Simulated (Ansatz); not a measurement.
**Lattice dynamics of LaP (Fm-3m)**

The cell of LaP (Fm-3m) is at rest. What are its phonons? After the zone centre comes a 4×4×4 q mesh on a 12×12×12 k mesh.

Main program and level: Ansatz 0.2.0; DFT PBEsol, scalar-relativistic, plane waves, PAW.

## 1. Starting point

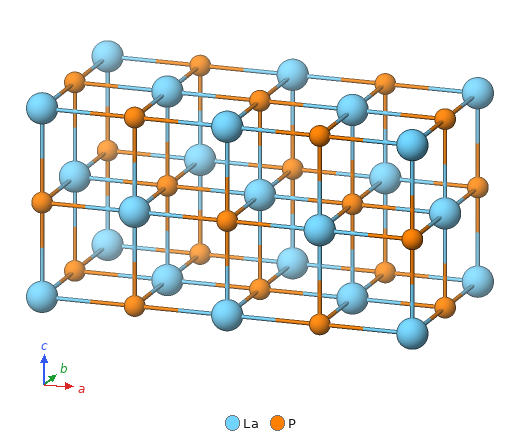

The cell as given, from a free direction (lanthanum blue, phosphorus orange). 2×1×1 cells are drawn. This picture shows the conventional cell, with its axes. Some periodic images of atoms are drawn too.

## 2. Linear response at the zone centre

The cell comes from relaxations at this level that are not shown. The zone centre comes first: it holds the modes that light can see, as far as symmetry allows. No field response is asked, since the mesh shows no gap.

The input, input.yaml:

```yaml
crystal:
  lattice:
    - [0.0, 2.9893524227, 2.9893524227]
    - [2.9893524227, 0.0, 2.9893524227]
    - [2.9893524227, 2.9893524227, 0.0]
  atoms:
    - { symbol: La, position: [0.0, 0.0, 0.0] }
    - { symbol: P, position: [0.5, 0.5, 0.5] }
kpoints:
  mp_grid: { grid: [12, 12, 12] }
hamiltonian:
  xc: pbesol
scf:
  occupations: { method: methfessel_paxton, width: 0.15 }
output:
  eigenvalues: true
phonons:
  method: dfpt
```

The run is started by

```
> ansatz run input.yaml --threads 4 --pin off --max-ram 7168MiB --backend cpu --events-out ev --progress --plain --runs-dir out
```

Numbers of over 12 decimals in the logs are rounded to 6 here.

The log of the run:

```text
Engine: ansatz 0.2.0, x86_64-unknown-linux-gnu
Pseudopotentials: kind: paw
Pseudopotential: La, paw, valence charge 11, recommended cutoff 420 eV (normal), La.paw.azcp
Pseudopotential: P, paw, valence charge 5, recommended cutoff 420 eV (normal), P.paw.azcp
Functional definition: PBEsol
  exchange = pbesol_x
  correlation = pbesol_c
Crystal: 2 atoms, lattice volume = 53.427 Å³
Basis set: ecut = 420 eV, 1037 PW (Γ), exchange–correlation on 60×60×60 points (8 copies of the dense FFT grid, shifted against one another)
Bands: 12, of which v1, the nominal top of the filled ones, is band 8 counted from 1 (7 counted from 0)
Symmetry: 48 space group operations
k-points: 163 of 1728 (irreducible under 8 space group operations, time reversal used)
Non-local potential: La, projectors of the file, l = 0: 3, l = 1: 2, l = 2: 2, l = 3: 3
Non-local potential: P, projectors of the file, l = 0: 2, l = 1: 2, l = 2: 2
PAW form: soft (Blöchl's): semilocal exchange-correlation on the pseudo side does not see the compensation charge
PAW frozen core: La, regenerated for the run's functional, and the local potential with it (the file was generated under x = pbe(κ = 0.804, μ = 0.219515), c = pbe(β = 0.066725))
PAW frozen core: P, regenerated for the run's functional, and the local potential with it (the file was generated under x = pbe(κ = 0.804, μ = 0.219515), c = pbe(β = 0.066725))
PAW one-centre angular grid: La, 590 points (default); XC on 64 Gauss nodes
PAW one-centre angular grid: P, 110 points (default); XC on 64 Gauss nodes
Initial density: superposition of atomic densities (neutral atoms: chi_scale 0, normalization atom), corrected by the library's trained network
Initial wavefunctions: pseudopotential atomic-orbital guess
Functional: x = pbesol(κ = 0.804, μ = 0.123457), c = pbesol(β = 0.046)
SCF iter   1: F=—  HF=-6904.437160 eV  |F-HF|=—  |Δ(HF+E_count)|=         —  Δρ=3.34e-3  dr2=1.12e-2  ethr=1.77e-3  ⟨swp⟩=4.5  Hψ=10041  notcnv=0
preconditioner: auto → Kerker (q_TF=auto, 2.232 Å⁻¹)  [metal: Δε(μ)=0.072 eV  Ē_g=10.914 eV  σ=0.150 eV  W_gap=0.38  n_scr=14 (ndim 8)  ℏωp=19.0 eV  f_vac=0.000  D(μ)=0.20/eV (n_scr^D=0)]
SCF iter   2: F=—  HF=-6904.434157 eV  |F-HF|=—  |Δ(HF+E_count)|=   3.00e-3  S|Δr|=    0.00e0  Δρ=1.55e-3  dr2=2.17e-3  ethr=6.98e-5  ⟨swp⟩=2.5  Hψ=4675  notcnv=0
SCF iter   3: F=—  HF=-6904.433712 eV  |F-HF|=—  |Δ(HF+E_count)|=   4.45e-4  S|Δr|=    0.00e0  Δρ=3.92e-4  dr2=1.15e-4  ethr=1.36e-5  ⟨swp⟩=2.0  Hψ=2621  notcnv=0
SCF iter   4: F=—  HF=-6904.433703 eV  |F-HF|=—  |Δ(HF+E_count)|=   8.67e-6  S|Δr|=    0.00e0  Δρ=8.28e-5  dr2=3.91e-6  ethr=7.21e-7  ⟨swp⟩=2.8  Hψ=3251  notcnv=0
SCF iter   5: F=—  HF=-6904.433704 eV  |F-HF|=—  |Δ(HF+E_count)|=   6.80e-7  S|Δr|=    0.00e0  Δρ=2.12e-5  dr2=3.09e-7  ethr=2.45e-8  ⟨swp⟩=2.2  Hψ=3099  notcnv=0
SCF iter   6: F=—  HF=-6904.433703 eV  |F-HF|=—  |Δ(HF+E_count)|=   3.00e-7  S|Δr|=    0.00e0  Δρ=5.81e-6  dr2=1.44e-8  ethr=1.93e-9  ⟨swp⟩=2.6  Hψ=3289  notcnv=0
SCF iter   7: F=—  HF=-6904.433703 eV  |F-HF|=—  |Δ(HF+E_count)|=   5.47e-9  S|Δr|=    0.00e0  Δρ=8.26e-7  dr2=2.47e-10  ethr=9.01e-11  ⟨swp⟩=2.5  Hψ=2951  notcnv=0
SCF iter   8: F=-6904.433703 eV  HF=-6904.433703 eV  |F-HF|=2.73e-12  |Δ(HF+E_count)|=  2.64e-10  S|Δr|=    0.00e0  Δρ=1.41e-7  dr2=5.31e-12  ethr=1.00e-12  ⟨swp⟩=7.7  Hψ=13591  notcnv=0
SCF 1 converged in 8 iterations: F = -6904.433703 eV  dr2 = 5.31e-12
  greatest PAW one-centre occupation: 0.972 electrons in one spin orbital (limit 2), on the La atom at site 0 (counted from 0), in its partial waves of l = 0
DFPT response loops at Γ: preconditioner auto → Kerker (q_TF=auto, 2.232 Å⁻¹) (partly filled bands, converged f_vac=0.000); β = 1.00, the filter's whole step (`scf.mixing.beta` (0.50) is not read by the response loops under this deck's `scf.mixing.preconditioner`; to damp them name `kerker` or `kerker_dos`, under which they read `scf.mixing.beta`, and type it under 1.00, their step now; both keys bind the ground state too); Broyden in place of MSR1
SCF converged after 8 iterations
Stability not checked: this state was not tested for a lower state beside it, because cold or Methfessel-Paxton smearing, or corrected tetrahedra, fill the levels in a way that the test cannot read (fill_not_monotonic; see scf.lower_state_search)
Free energy (F): -6904.433703 eV
Harris-Foulkes:  -6904.433703 eV  (|F-HF|=2.73e-12)
Internal energy: -6904.434634 eV  (E = F + TS)
E sigma→0 (E₀):  -6904.433936 eV
Entropy (-TS):   0.000931 eV (0.466 meV/atom)
Fermi energy:    9.113022 eV
Step filling:    the computed levels leave a gap of 0.0000 eV = 0.0 smearing widths at the electron count; against every level under it full and every level over it empty, smearing changes F+E_penalty+E_count by +0.218 meV and its σ→0 estimate by -0.015 meV
--- Per-component energies (eV) ---
  E_band       = -34.286513
  E_kinetic    = 262.017762
  E_local      = -383.396640  (includes V_loc(G=0)·N_el)
  E_nonlocal   = 131.618981
  E_hartree    = 118.495058
  E_xc         = -199.744777
  E_vxc        = -208.394504  (∫ρ·V_xc dr)
  E_paw        = -5883.177993  (= ΣΔE_a)
  E_vpaw       = -73.122238  (= ΣTr[D̂ρ^β])
  E_aug_tail   = 0.000003  (compensation charges beyond the density's cutoff)
  E_ewald      = -950.462633
  E_core_change = 0.215606  (= ΣΔE_core)
  E_smearing   = 0.000931  (= −TS)
  E_closure    = 0.000000  (closes the sum)
  Σ components = -6904.433703   (vs F -6904.433703, Δ=0.00e0)
--- Band table (eV; the first three rows and the last of 163) ---
  k-point 0: bands = [... 4 lower, -0.0778, 9.2349, 9.2349, 9.2349, 10.8720, 10.8720, 10.8720, 11.7757]
  k-point 1: bands = [... 4 lower, 0.0258, 8.8864, 9.0098, 9.0098, 10.8751, 10.9752, 10.9752, 11.9173]
  k-point 2: bands = [... 4 lower, 0.3070, 8.1420, 8.5461, 8.5461, 10.9002, 11.2324, 11.2324, 12.1060]
  k-point 162: bands = [... 4 lower, 0.7446, 7.4191, 8.1566, 8.1566, 11.3526, 11.3526, 12.1789, 12.1789]
--- Phonons (Γ-DFPT): 2 representative perturbations + reference, on 163 of 1728 k-points (Σ response iterations 6) ---
  k mesh reduced under 8 symmetry operations, with k and −k counted as one. Each operation leaves every solved perturbation unchanged. A smaller set is not used because it would not reduce the number of displacements times k-points to solve
  ASR residual: 1.979e-4 → 0.000e0 eV/Å²; symmetrization residual: 7.006e-7 eV/Å²
  ASR residual per site (eV/Å²): 1.98e-4 4.81e-5
  Γ frequencies (cm⁻¹): 0.00 0.00 0.00 160.85 160.85 160.85
  non-analytic LO–TO correction: not included (Born effective charges unavailable; polar crystals: no LO–TO splitting at Γ)
```

Run time: 3.1 s. Hardware: 4 threads of AMD EPYC 9R45, shared host; peak memory 0.77 GiB.

The column dr2 measures how far the density is from self-consistency, as an energy; F and HF (Harris–Foulkes) agree once it is small.

This step gave:

* volume per atom: 26.71 Å³
* gap on the k-mesh: 0 eV
* sum-rule residual before enforcement: 1.98e-4 eV/Å²
* point group: m-3m
* highest optical mode at the zone centre (no LO-TO term): 160.8 cm⁻¹
* lowest optical zone-centre mode: 160.8 cm⁻¹

Patterns of degenerate modes are one choice out of their space. Modes at Γ, with each element's share of the kinetic energy:

| mode | frequency (cm⁻¹) | symmetry | La % | P % |
| --- | --- | --- | --- | --- |
| 1 | 0.0 | acoustic | 82 | 18 |
| 2 | 0.0 | acoustic | 82 | 18 |
| 3 | 0.0 | acoustic | 82 | 18 |
| 4 | 160.8 | T1u | 18 | 82 |
| 5 | 160.8 | T1u | 18 | 82 |
| 6 | 160.8 | T1u | 18 | 82 |

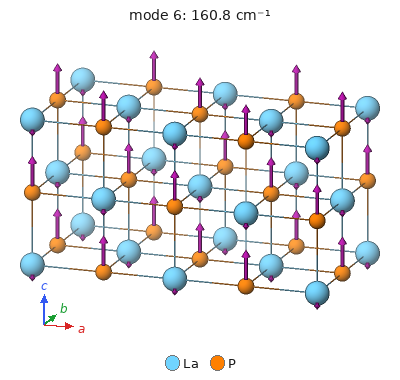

Displacement patterns of mode 6 at Γ; arrows are exaggerated. 2×1×1 conventional cells are drawn. Some periodic images of atoms are drawn too.

Before it was imposed, the acoustic sum rule was missed by 2.0e-4 eV/Å². Small misses are needed for a sound result but don't prove that mesh and cutoff are converged. The lowest optical mode is real, 161 cm⁻¹.

## 3. Response at finite wavevector

Stability and thermal properties need the whole zone. Linear response on a 4×4×4 q mesh gives force constants as far as a supercell of that size would.

input.yaml, as its differences from that of step 2:

```diff
@@ -18 +18,8 @@
   method: dfpt
+  qmesh: [4, 4, 4]
+  temperatures: { t_max: 1000, t_step: 50 }
+  qpath:
+    path:
+      - [[0.0, 0.0, 0.0], [0.5, 0.0, 0.5], [0.625, 0.25, 0.625]]
+      - [[0.375, 0.375, 0.75], [0.0, 0.0, 0.0], [0.5, 0.5, 0.5], [0.5, 0.25, 0.75], [0.5, 0.0, 0.5]]
+    npoints: 10
```

The log of the run:

```text
[...]
Crystal: 2 atoms, lattice volume = 53.427 Å³
Basis set: ecut = 420 eV, 1037 PW (Γ), exchange–correlation on 60×60×60 points (8 copies of the dense FFT grid, shifted against one another)
Bands: 12, of which v1, the nominal top of the filled ones, is band 8 counted from 1 (7 counted from 0)
Symmetry: 48 space group operations
k-points: 72 of 1728
[...]
SCF iter   1: F=—  HF=-6904.437173 eV  |F-HF|=—  |Δ(HF+E_count)|=         —  Δρ=3.34e-3  dr2=1.12e-2  ethr=1.77e-3  ⟨swp⟩=4.5  Hψ=4434  notcnv=0
[...]
SCF iter   8: F=-6904.433703 eV  HF=-6904.433703 eV  |F-HF|=5.46e-12  |Δ(HF+E_count)|=  2.46e-10  S|Δr|=    0.00e0  Δρ=1.38e-7  dr2=5.01e-12  ethr=1.00e-12  ⟨swp⟩=7.4  Hψ=5969  notcnv=0
SCF 1 converged in 8 iterations: F = -6904.433703 eV  dr2 = 5.01e-12
[...]
iter 1 solved again at ethr=8.61e-8 eV; its pass at ethr=3.10e-3 eV (dr2=1.38e-5 eV) is discarded
SCF iter   1: F=—  HF=-6904.433703 eV  |F-HF|=—  |Δ(HF+E_count)|=         —  Δρ=4.13e-7  dr2=3.61e-11  ethr=8.61e-8  ⟨swp⟩=4.2  Hψ=7742  notcnv=0
eigensolver tolerance schedule: the retry pair's looser diagonalisation over-reported the residual by 381894.89 of it (diagonalisation noise at an unbounded share of the residual, at the tolerance the schedule requests for it); recorded, not acted on — ethr = c·dr2/N_el stays at c = 1.0e-1
[...]
SCF iter   2: F=—  HF=-6904.433703 eV  |F-HF|=—  |Δ(HF+E_count)|=   6.61e-8  S|Δr|=    0.00e0  Δρ=1.53e-7  dr2=1.06e-11  ethr=1.00e-12  ⟨swp⟩=3.9  Hψ=2304  notcnv=0
SCF iter   3: F=-6904.433703 eV  HF=-6904.433703 eV  |F-HF|=9.09e-13  |Δ(HF+E_count)|=  2.73e-12  S|Δr|=    0.00e0  Δρ=1.03e-7  dr2=3.86e-12  ethr=1.00e-12  ⟨swp⟩=3.4  Hψ=2306  notcnv=0
SCF 2 converged in 3 iterations: F = -6904.433703 eV  dr2 = 3.86e-12
phonons: the bands overlap, so this run is a metal and interpolates without the dipole-dipole term. If the crystal is really an insulator or semiconductor, its LO-TO splitting is missing
NSCF: frozen V_eff on 72 k-points
[...]
DFPT response loops at q = (0, 0, 0) (fractional): preconditioner auto → Kerker (q_TF=auto, 2.232 Å⁻¹) (partly filled bands, converged f_vac=0.000); β = 1.00, the filter's whole step (`scf.mixing.beta` (0.50) is not read by the response loops under this deck's `scf.mixing.preconditioner`; to damp them name `kerker` or `kerker_dos`, under which they read `scf.mixing.beta`, and type it under 1.00, their step now; both keys bind the ground state too); Broyden in place of MSR1
[...]
SCF converged after 8 iterations
[...]
Free energy (F): -6904.433703 eV
[...]
Internal energy: -6904.434634 eV  (E = F + TS)
E sigma→0 (E₀):  -6904.433936 eV
Entropy (-TS):   0.000931 eV (0.466 meV/atom)
Fermi energy:    9.113022 eV
[...]
--- Band table (eV; the first three rows and the last of 72) ---
  k-point 0: bands = [... 4 lower, -0.0778, 9.2349, 9.2349, 9.2349, 10.8720, 10.8720, 10.8720, 11.7757]
  k-point 1: bands = [... 4 lower, 0.0258, 8.8864, 9.0098, 9.0098, 10.8751, 10.9752, 10.9752, 11.9173]
  k-point 2: bands = [... 4 lower, 0.3070, 8.1420, 8.5461, 8.5461, 10.9002, 11.2324, 11.2324, 12.1060]
  k-point 71: bands = [... 4 lower, 0.7446, 7.4191, 8.1566, 8.1566, 11.3526, 11.3526, 12.1789, 12.1789]
--- Phonons (Γ-DFPT): 2 representative perturbations + reference (Σ response iterations 6) ---
  ASR residual: 1.928e-4 → 0.000e0 eV/Å²; symmetrization residual: 8.159e-7 eV/Å²
  ASR residual per site (eV/Å²): 1.93e-4 4.65e-5
  Γ frequencies (cm⁻¹): 0.00 0.00 0.00 160.85 160.85 160.85
--- Phonons (arbitrary-q DFPT): 8 irreducible q on the 4×4×4 mesh ---
  q = [0.0000, 0.0000, 0.0000] (star 1, of the zone-centre solve; hermiticity 6.77e-7, symmetrization 7.85e-13): -0.00 0.00 0.00 160.85 160.85 160.85
  q = [0.0000, 0.0000, 0.2500] (star 8, 2 solved perturbations on 936 of 1728 k-point pairs; hermiticity 2.36e-8, symmetrization 1.77e-13): 73.07 73.07 110.08 199.10 199.10 271.63
[...]
q = [0.0000, 0.2500, 0.2500] (star 6, 4 solved perturbations in 1608 linear systems a pass and spin channel, the states on 510 of 1728 k-point pairs; hermiticity 1.97e-7, symmetrization 4.17e-14): 60.88 60.88 121.41 190.47 190.47 251.87
[...]
sum rule: each row above includes the acoustic sum rule's correction from the zone centre's row sums; it moved no ω² by more than (0.64 cm⁻¹)²
  mesh force constants: q→R imaginary residual 2.00e-18; ASR residual 1.928e-4 → 0.000e0 eV/Å²; symmetrization residual 2.665e-15 eV/Å²
  interpolated dispersion: 62 rows × 6 modes
  density of states and harmonic sums: on the 20×20×20 q-mesh, interpolated from the force constants of a 4×4×4 supercell (no non-analytic term)
  largest difference from the sums on the solved wave vectors: F 1.22e-2 eV, S 1.62e-5 and C_V 4.01e-6 eV/K
  zero-point energy: 0.060762 eV/cell   skipped modes (ω ≤ 0): 3   left out of the sums: 6.25e-5 of the cell's modes: C_V's classical limit lies that fraction below 3 k_B per atom; for a crystal, a wire or a layer, F and S can be off by more, and a phonons.interpolated_qmesh denser along its periods is the remedy for the sampling
```

Wall time 83 s (4 threads); peak memory 3 GiB; 5.3 min of CPU time.

Numbers from this step:

```yaml
sum_rule_residual_before_enforcement: 1.93e-4 eV/Å²
lowest_frequency_on_the_path: 0 cm⁻¹
highest_frequency_on_the_path_or_at_a_solved_wavevector: 283.3 cm⁻¹
mean_frequency: 163.4 cm⁻¹
debye_temperature_second_moment: 325 K
logarithmic_mean_frequency: 150.1 cm⁻¹
lowest_mode_on_the_q_mesh_acoustic_modes_at_gamma_apart: 60.88 cm⁻¹
zero_point_energy_per_atom: 30.38 meV
heat_capacity_at_300_k: 23.55 J/(mol atoms K)
vibrational_entropy_at_300_k: 33.85 J/(mol atoms K)
```

Frequencies (cm⁻¹) solved at each irreducible wavevector; negative means imaginary. Frequencies by wavevector, by row:

```csv
q in reciprocal lattice units,star,mode 1,mode 2,mode 3,mode 4,mode 5,mode 6
0 0 0,1,0,0,0,160.8,160.8,160.8
0 0 0.25,8,73.1,73.1,110.1,199.1,199.1,271.6
0 0 -0.5,4,101.4,101.4,167.9,212,212,270.4
0 0.25 0.25,6,60.9,60.9,121.4,190.5,190.5,251.9
0 0.25 -0.5,24,98,109.7,139.8,200.9,214.5,246.9
0 0.25 -0.25,12,88,102.7,146.1,210.7,212.2,260.7
0 -0.5 -0.5,3,90.8,90.8,128.8,179.9,179.9,220.3
0.25 -0.5 -0.25,6,111.3,111.3,129.3,213.8,213.8,232.1
```

[end of part 1 of 2]

[Logs are printed without paths, hosts, clocks, repeated set-up lines and the standing remarks that a program may print on its own settings, such as how far it seeks lower states.]

[Hosts, paths, dates, database ids (printed as entryN), source tags and the programs' standing remarks are cut or masked in the printed files.]
